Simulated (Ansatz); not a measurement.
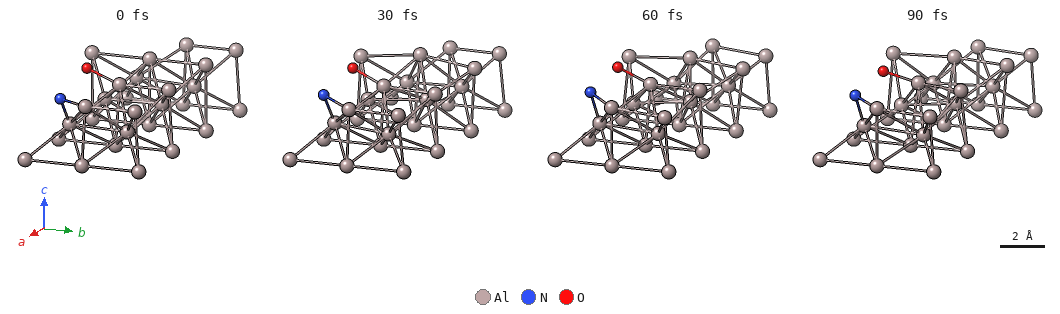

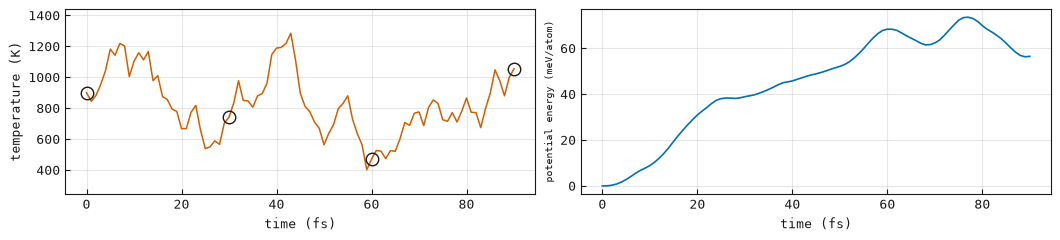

Molecular dynamics of NO on Al(110) (20 atoms in the cell), 90 fs long. Frames and the history of the run. The picture is a ball-and-stick view of the simulation cell, with the vacuum cut short, seen slightly off an axis. Bonds to atoms that aren't drawn are left out.

All numbers below come from DFT PBE, scalar-relativistic, plane waves, PAW in Ansatz. Run with plane-wave cutoff 420 eV; k-point mesh 1 × 2 × 1; Fermi-Dirac smearing 0.15 eV; 6 atoms held fixed; Langevin thermostat (NVT); set temperature 900 K; time step 1 fs; friction 0.05 per fs.

### What happens in this trajectory?

The mean temperature in the second half is 735 K (standard deviation 151 K). The potential energy in the second half lies on average 62.5 meV per atom above the first frame. In the second half of the run the atoms are, in the root-mean-square, this far from where they began (common drift taken out): Al 0.31 Å, N 0.30 Å, O 0.15 Å. The run lasts only 90 fs, too short to tell vibration from diffusion.

Limits of the set-up: the cell has an odd number of electrons but was run without spin polarisation; the k-point mesh is coarse for a cell with partly filled bands; the periodic images lie only 5.7 Å apart, so the values are limited by the cell's size.

Cost: 9.8 min on 1 thread of AMD EPYC 7R13 Processor (Zen 3), with other jobs on the host, peak memory 1.1 GiB.
